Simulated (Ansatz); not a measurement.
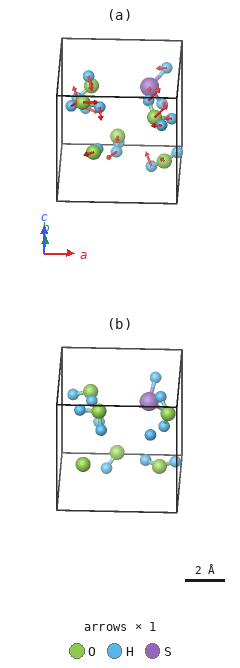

The structure of an amorphous cell of composition H$_{14}$SO$_{6}$ before (top) and after (bottom) a relaxation, at one scale. The red arrows give the displacements, at their true length.

A ball-and-stick model of the cell of the calculation, seen from a free direction.

The cell holds 6 H2O + 1 SH2. The run prepares the start of a later molecular dynamics calculation, from a guessed geometry.

These are results of Ansatz, DFT PBE, scalar-relativistic, plane waves, PAW, not measurements. (plane-wave cutoff 420 eV; k-point mesh 1 × 1 × 1; occupations fermi dirac; smearing width 0.05 eV; no spin polarisation; atoms relaxed in a fixed cell; force threshold 0.3 eV/Å; at most 15 steps)

> Summarise the run.

The relaxation stopped without meeting its thresholds, so the last structure isn't shown to be converged. It used up its limit of 15 steps. An O atom moves most: 1.09 Å roughly along [1 0 1]. By element the largest moves are O 1.09 Å, H 1.04 Å, S 0.32 Å. The lattice vectors keep their values. Near-neighbour distances that change, for instance: H–O 0.969 → 0.998 Å, H–S 1.339 → 1.366 Å, H–O 0.969 → 0.974 Å. Bond angles that change, for instance: H–S–H 93.3° → 89.2°, H–O–H 104.0° → 100.5°. The energy falls by 170 meV per atom in 14 geometry steps. Largest force component: 1.1 eV/Å at the start, 0.51 eV/Å at the end. The run took of the order of 20 core-seconds on a shared host.

Limits of the set-up: the periodic images lie only 6.2 Å apart, so the values are limited by the cell's size.
